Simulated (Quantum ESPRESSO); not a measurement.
# Mn2Ga2S5: spin-resolved density of states, part 2 of 2

Wanted: the exchange-split electronic structure of Mn2Ga2S5.

Quantum ESPRESSO 7.5; PBEsol with U = 4 eV on Mn d (ortho-atomic projectors); plane waves with GBRV 1.5 PBEsol potentials, no spin-orbit coupling.

So far: The structure; Ground-state run.

## 3. Post-processing

Level of this step: PBEsol with U = 4 eV on Mn d (ortho-atomic projectors); plane waves with GBRV 1.5 PBEsol potentials, no spin-orbit coupling, projections on orthogonalised atomic orbitals (Quantum ESPRESSO).

projwfc.in

```
&PROJWFC
  prefix = 'pwscf'
  outdir = './tmp'
  filpdos = 'pdos'
  ngauss = 0
  degauss = 0.01
  DeltaE = 0.05
  Emin = -1.29
  Emax = 12.71
/
```

Started as:

```sh
> OMP_NUM_THREADS=1 mpirun -n 4 projwfc.x -nk 4 -in projwfc.in > projwfc.out
```

What it wrote:

```text
[banner, memory and clock lines left out]
Program PROJWFC v.7.5 starts

     [... lines left out ...]
     IMPORTANT: XC functional enforced from input :
     Exchange-correlation= PBESOL
                           (   1   4  10   8   0   0   0)
     Any further DFT definition will be discarded
     Please, verify this is what you really want

     G-vector sticks info

     Check: negative core charge=   -0.000018

     Gaussian broadening (read from input): ngauss,degauss=   0    0.010000

     Calling projwave ....

  Problem Sizes
  natomwfc =           70
  nbnd     =           67
  nkstot   =           28
  npwx     =         5364
  nkb      =          162

     Atomic states used for projection
     (read from pseudopotential files):

     state #   1: atom   1 (Mn1), wfc  1 (l=0 m= 1)
     state #   2: atom   1 (Mn1), wfc  2 (l=1 m= 1)
     state #   3: atom   1 (Mn1), wfc  2 (l=1 m= 2)
     state #   4: atom   1 (Mn1), wfc  2 (l=1 m= 3)
     state #   5: atom   1 (Mn1), wfc  3 (l=0 m= 1)
     state #   6: atom   1 (Mn1), wfc  4 (l=2 m= 1)
     state #   7: atom   1 (Mn1), wfc  4 (l=2 m= 2)
     state #   8: atom   1 (Mn1), wfc  4 (l=2 m= 3)
     state #   9: atom   1 (Mn1), wfc  4 (l=2 m= 4)
     state #  10: atom   1 (Mn1), wfc  4 (l=2 m= 5)
     state #  11: atom   1 (Mn1), wfc  5 (l=1 m= 1)
     state #  12: atom   1 (Mn1), wfc  5 (l=1 m= 2)
     state #  13: atom   1 (Mn1), wfc  5 (l=1 m= 3)
     state #  14: atom   2 (Mn2), wfc  1 (l=0 m= 1)
     state #  15: atom   2 (Mn2), wfc  2 (l=1 m= 1)
     state #  16: atom   2 (Mn2), wfc  2 (l=1 m= 2)
     state #  17: atom   2 (Mn2), wfc  2 (l=1 m= 3)
     state #  18: atom   2 (Mn2), wfc  3 (l=0 m= 1)
     state #  19: atom   2 (Mn2), wfc  4 (l=2 m= 1)
     state #  20: atom   2 (Mn2), wfc  4 (l=2 m= 2)
     state #  21: atom   2 (Mn2), wfc  4 (l=2 m= 3)
     state #  22: atom   2 (Mn2), wfc  4 (l=2 m= 4)
     state #  23: atom   2 (Mn2), wfc  4 (l=2 m= 5)
     state #  24: atom   2 (Mn2), wfc  5 (l=1 m= 1)
     state #  25: atom   2 (Mn2), wfc  5 (l=1 m= 2)
     state #  26: atom   2 (Mn2), wfc  5 (l=1 m= 3)
     state #  27: atom   3 (Ga ), wfc  1 (l=1 m= 1)
     state #  28: atom   3 (Ga ), wfc  1 (l=1 m= 2)
     state #  29: atom   3 (Ga ), wfc  1 (l=1 m= 3)
     state #  30: atom   3 (Ga ), wfc  2 (l=2 m= 1)
     state #  31: atom   3 (Ga ), wfc  2 (l=2 m= 2)
     state #  32: atom   3 (Ga ), wfc  2 (l=2 m= 3)
     state #  33: atom   3 (Ga ), wfc  2 (l=2 m= 4)
     state #  34: atom   3 (Ga ), wfc  2 (l=2 m= 5)
     state #  35: atom   3 (Ga ), wfc  3 (l=0 m= 1)
     state #  36: atom   3 (Ga ), wfc  4 (l=1 m= 1)
     state #  37: atom   3 (Ga ), wfc  4 (l=1 m= 2)
     state #  38: atom   3 (Ga ), wfc  4 (l=1 m= 3)
     state #  39: atom   4 (Ga ), wfc  1 (l=1 m= 1)
     state #  40: atom   4 (Ga ), wfc  1 (l=1 m= 2)
     state #  41: atom   4 (Ga ), wfc  1 (l=1 m= 3)
     state #  42: atom   4 (Ga ), wfc  2 (l=2 m= 1)
     state #  43: atom   4 (Ga ), wfc  2 (l=2 m= 2)
     state #  44: atom   4 (Ga ), wfc  2 (l=2 m= 3)
     state #  45: atom   4 (Ga ), wfc  2 (l=2 m= 4)
     state #  46: atom   4 (Ga ), wfc  2 (l=2 m= 5)
     state #  47: atom   4 (Ga ), wfc  3 (l=0 m= 1)
     state #  48: atom   4 (Ga ), wfc  4 (l=1 m= 1)
     state #  49: atom   4 (Ga ), wfc  4 (l=1 m= 2)
     state #  50: atom   4 (Ga ), wfc  4 (l=1 m= 3)
     state #  51: atom   5 (S  ), wfc  1 (l=0 m= 1)
     state #  52: atom   5 (S  ), wfc  2 (l=1 m= 1)
     state #  53: atom   5 (S  ), wfc  2 (l=1 m= 2)
     state #  54: atom   5 (S  ), wfc  2 (l=1 m= 3)
     state #  55: atom   6 (S  ), wfc  1 (l=0 m= 1)
     state #  56: atom   6 (S  ), wfc  2 (l=1 m= 1)
     state #  57: atom   6 (S  ), wfc  2 (l=1 m= 2)
     state #  58: atom   6 (S  ), wfc  2 (l=1 m= 3)
     state #  59: atom   7 (S  ), wfc  1 (l=0 m= 1)
     state #  60: atom   7 (S  ), wfc  2 (l=1 m= 1)
     state #  61: atom   7 (S  ), wfc  2 (l=1 m= 2)
     state #  62: atom   7 (S  ), wfc  2 (l=1 m= 3)
     state #  63: atom   8 (S  ), wfc  1 (l=0 m= 1)
     state #  64: atom   8 (S  ), wfc  2 (l=1 m= 1)
     state #  65: atom   8 (S  ), wfc  2 (l=1 m= 2)
     state #  66: atom   8 (S  ), wfc  2 (l=1 m= 3)
     state #  67: atom   9 (S  ), wfc  1 (l=0 m= 1)
     state #  68: atom   9 (S  ), wfc  2 (l=1 m= 1)
     state #  69: atom   9 (S  ), wfc  2 (l=1 m= 2)
     state #  70: atom   9 (S  ), wfc  2 (l=1 m= 3)

 [... projections of the bands left out ...]

Lowdin Charges:

     Atom #   1: total charge =  15.0223, s =  2.5035, p =  7.2500, d =  5.2688,
                 spin up      =   9.8846, s =  1.2784,
                 spin up      =   9.8846, p =  3.6481, pz=  1.2179, px=  1.2151, py=  1.2151,
                 spin up      =   9.8846, d =  4.9580, dz2=  0.9936, dxz=  0.9916, dyz=  0.9916, dx2-y2=  0.9906, dxy=  0.9906,
                 spin down    =   5.1378, s =  1.2251,
                 spin down    =   5.1378, p =  3.6020, pz=  1.2002, px=  1.2009, py=  1.2009,
                 spin down    =   5.1378, d =  0.3108, dz2=  0.0187, dxz=  0.0886, dyz=  0.0886, dx2-y2=  0.0575, dxy=  0.0575,
                 polarization =   4.7468, s =  0.0534, p =  0.0461, d =  4.6472,
     Atom #   2: total charge =  15.0223, s =  2.5035, p =  7.2500, d =  5.2688,
                 spin up      =   5.1378, s =  1.2251,
                 spin up      =   5.1378, p =  3.6020, pz=  1.2002, px=  1.2009, py=  1.2009,
                 spin up      =   5.1378, d =  0.3108, dz2=  0.0187, dxz=  0.0886, dyz=  0.0886, dx2-y2=  0.0575, dxy=  0.0575,
                 spin down    =   9.8846, s =  1.2784,
                 spin down    =   9.8846, p =  3.6481, pz=  1.2179, px=  1.2151, py=  1.2151,
                 spin down    =   9.8846, d =  4.9580, dz2=  0.9936, dxz=  0.9916, dyz=  0.9916, dx2-y2=  0.9906, dxy=  0.9906,
                 polarization =  -4.7468, s = -0.0534, p = -0.0461, d = -4.6472,
     Atom #   3: total charge =  18.6624, s =  1.0133, p =  7.6573, d =  9.9918,
                 spin up      =   9.3166, s =  0.5020,
                 spin up      =   9.3166, p =  3.8187, pz=  1.2926, px=  1.2631, py=  1.2631,
                 spin up      =   9.3166, d =  4.9959, dz2=  0.9986, dxz=  0.9994, dyz=  0.9994, dx2-y2=  0.9993, dxy=  0.9993,
                 spin down    =   9.3458, s =  0.5113,
                 spin down    =   9.3458, p =  3.8386, pz=  1.2974, px=  1.2706, py=  1.2706,
                 spin down    =   9.3458, d =  4.9960, dz2=  0.9986, dxz=  0.9994, dyz=  0.9994, dx2-y2=  0.9993, dxy=  0.9993,
                 polarization =  -0.0292, s = -0.0093, p = -0.0198, d = -0.0001,
     Atom #   4: total charge =  18.6624, s =  1.0133, p =  7.6573, d =  9.9918,
                 spin up      =   9.3458, s =  0.5113,
                 spin up      =   9.3458, p =  3.8386, pz=  1.2974, px=  1.2706, py=  1.2706,
                 spin up      =   9.3458, d =  4.9960, dz2=  0.9986, dxz=  0.9994, dyz=  0.9994, dx2-y2=  0.9993, dxy=  0.9993,
                 spin down    =   9.3166, s =  0.5020,
                 spin down    =   9.3166, p =  3.8187, pz=  1.2926, px=  1.2631, py=  1.2631,
                 spin down    =   9.3166, d =  4.9959, dz2=  0.9986, dxz=  0.9994, dyz=  0.9994, dx2-y2=  0.9993, dxy=  0.9993,
                 polarization =   0.0292, s =  0.0093, p =  0.0198, d =  0.0001,
     Atom #   5: total charge =   6.0537, s =  1.5487, p =  4.5049, d =  0.0000,
                 spin up      =   3.0268, s =  0.7744,
                 spin up      =   3.0268, p =  2.2525, pz=  0.7541, px=  0.7492, py=  0.7492,
                 spin up      =   3.0268, d =  0.0000, dz2=  0.0000, dxz=  0.0000, dyz=  0.0000, dx2-y2=  0.0000, dxy=  0.0000,
                 spin down    =   3.0268, s =  0.7744,
                 spin down    =   3.0268, p =  2.2525, pz=  0.7541, px=  0.7492, py=  0.7492,
                 spin down    =   3.0268, d =  0.0000, dz2=  0.0000, dxz=  0.0000, dyz=  0.0000, dx2-y2=  0.0000, dxy=  0.0000,
                 polarization =  -0.0000, s =  0.0000, p = -0.0000, d =  0.0000,
     Atom #   6: total charge =   6.0505, s =  1.5516, p =  4.4989, d =  0.0000,
                 spin up      =   3.0009, s =  0.7664,
                 spin up      =   3.0009, p =  2.2345, pz=  0.6521, px=  0.7912, py=  0.7912,
                 spin up      =   3.0009, d =  0.0000, dz2=  0.0000, dxz=  0.0000, dyz=  0.0000, dx2-y2=  0.0000, dxy=  0.0000,
                 spin down    =   3.0496, s =  0.7852,
                 spin down    =   3.0496, p =  2.2644, pz=  0.6424, px=  0.8110, py=  0.8110,
                 spin down    =   3.0496, d =  0.0000, dz2=  0.0000, dxz=  0.0000, dyz=  0.0000, dx2-y2=  0.0000, dxy=  0.0000,
                 polarization =  -0.0487, s = -0.0188, p = -0.0299, d =  0.0000,
     Atom #   7: total charge =   6.0505, s =  1.5516, p =  4.4989, d =  0.0000,
                 spin up      =   3.0496, s =  0.7852,
                 spin up      =   3.0496, p =  2.2644, pz=  0.6424, px=  0.8110, py=  0.8110,
                 spin up      =   3.0496, d =  0.0000, dz2=  0.0000, dxz=  0.0000, dyz=  0.0000, dx2-y2=  0.0000, dxy=  0.0000,
                 spin down    =   3.0009, s =  0.7664,
                 spin down    =   3.0009, p =  2.2345, pz=  0.6521, px=  0.7912, py=  0.7912,
                 spin down    =   3.0009, d =  0.0000, dz2=  0.0000, dxz=  0.0000, dyz=  0.0000, dx2-y2=  0.0000, dxy=  0.0000,
                 polarization =   0.0487, s =  0.0188, p =  0.0299, d =  0.0000,
     Atom #   8: total charge =   6.1428, s =  1.7066, p =  4.4362, d =  0.0000,
                 spin up      =   3.0814, s =  0.8536,
                 spin up      =   3.0814, p =  2.2278, pz=  0.8341, px=  0.6969, py=  0.6969,
                 spin up      =   3.0814, d =  0.0000, dz2=  0.0000, dxz=  0.0000, dyz=  0.0000, dx2-y2=  0.0000, dxy=  0.0000,
                 spin down    =   3.0613, s =  0.8529,
                 spin down    =   3.0613, p =  2.2084, pz=  0.8257, px=  0.6913, py=  0.6913,
                 spin down    =   3.0613, d =  0.0000, dz2=  0.0000, dxz=  0.0000, dyz=  0.0000, dx2-y2=  0.0000, dxy=  0.0000,
                 polarization =   0.0201, s =  0.0007, p =  0.0194, d =  0.0000,
     Atom #   9: total charge =   6.1428, s =  1.7066, p =  4.4362, d =  0.0000,
                 spin up      =   3.0613, s =  0.8529,
                 spin up      =   3.0613, p =  2.2084, pz=  0.8257, px=  0.6913, py=  0.6913,
                 spin up      =   3.0613, d =  0.0000, dz2=  0.0000, dxz=  0.0000, dyz=  0.0000, dx2-y2=  0.0000, dxy=  0.0000,
                 spin down    =   3.0814, s =  0.8536,
                 spin down    =   3.0814, p =  2.2278, pz=  0.8341, px=  0.6969, py=  0.6969,
                 spin down    =   3.0814, d =  0.0000, dz2=  0.0000, dxz=  0.0000, dyz=  0.0000, dx2-y2=  0.0000, dxy=  0.0000,
                 polarization =  -0.0201, s = -0.0007, p = -0.0194, d =  0.0000,
     Spilling Parameter:   0.0019
```

It took 3.6 s on 4 MPI ranks of Intel Xeon Platinum 8488C (Sapphire Rapids), shared host; peak memory 0.26 GiB; 14 s of CPU time.

The density of states has structure finer than the step of the table below, so its rows give means over 1 eV, whole bins alone (the curve runs from -9.00 to 5.05 eV). Peaks (eV: height): up -5.4: 6.06, -4.8: 6.28, -4.1: 5.48, 3.6: 5.65; down -5.4: 6.06, -4.8: 6.28, -4.1: 5.48, 3.6: 5.65; Mn1 d up -5.4: 3.64, -4.8: 3.45; Mn1 d down 3.6: 3.72; Mn2 d up 3.6: 3.72.

Gaussian broadening of 0.136 eV on the SCF mesh. Density of states against energy, zero at the Fermi level; means over each step; 7 of 10 lines; values in states/eV/cell:

```csv
energy (eV),up,down,Mn1 d up,Mn1 d down,Mn2 d up,Mn2 d down,Ga3 p up
-8,0.863,0.863,0.0121,0.00121,0.00121,0.0121,0.0228
-7,0.989,0.989,0.0505,0.00231,0.00231,0.0505,0.0177
-6,1.82,1.82,0.880,0.00395,0.00395,0.880,0.0290
-5,4.63,4.63,2.49,0.0190,0.0190,2.49,0.190
-4,4.02,4.02,0.866,0.0311,0.0311,0.866,0.234
-3,3.43,3.43,0.191,0.0619,0.0619,0.191,0.0987
-2,2.20,2.20,0.108,0.111,0.111,0.108,0.0114
-1,1.78,1.78,0.266,0.0549,0.0549,0.266,0.00688
0,0.305,0.305,0.0388,0.00787,0.00787,0.0388,0.00261
1,0.772,0.772,0.00228,0.0176,0.0176,0.00228,0.0661
2,1.68,1.68,0.00468,0.200,0.200,0.00469,0.111
3,3.71,3.71,0.00497,1.72,1.72,0.00497,0.378
4,3.82,3.82,0.00510,2.04,2.04,0.00510,0.312
```

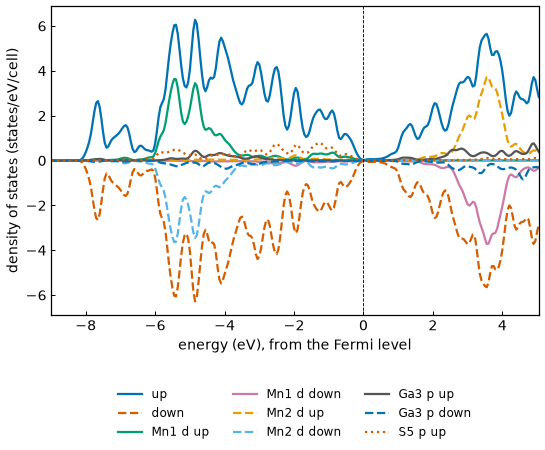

Density of states, plotted against energy. Down spins are drawn negative.

## 4. What came out

* state: antiferromagnetic
* largest moment in a sphere: 4.37 μB

What this shows: Distinct peaks of the density of states (up) stand at -5.40, -4.85, -4.10, -3.05 and 3.55 eV; the one at -4.85 eV is strongest. These are Kohn–Sham states without spin–orbit coupling, on the mesh of the self-consistent run. The moments are opposed on like sites, so the totals of the two spins are equal and the projections on single atoms show the splitting.

[Logs and program files are shortened in this print: banners, set-up blocks, solver, clock and traceback lines can be left out without a mark of their own.]

[Logs are printed without paths, hosts, clocks, repeated set-up lines and the standing remarks that a program may print on its own settings, such as how far it seeks lower states.]

[Hosts, paths, dates, database ids (printed as entryN), source tags and the programs' standing remarks are cut or masked in the printed files.]

[Where a cell is said to come from a database of computed structures, the database is the Materials Project.]
